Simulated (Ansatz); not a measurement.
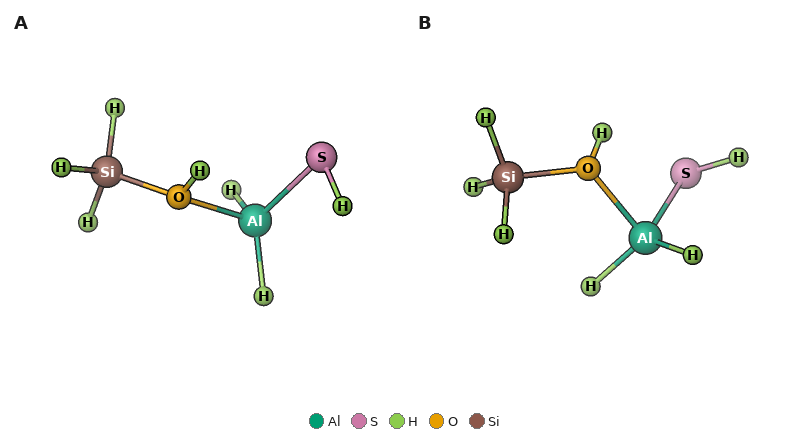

Atoms fade into the background with distance from the viewer. Computed geometry: PBE0-D4/def2-TZVP optimisation.

Can A be turned into B by a rotation alone?

Answer. Yes. They are the same structure, AlH7OSSi, seen from two directions: a rotation takes one into the other. The geometry is chiral (C1), so its mirror image would differ.
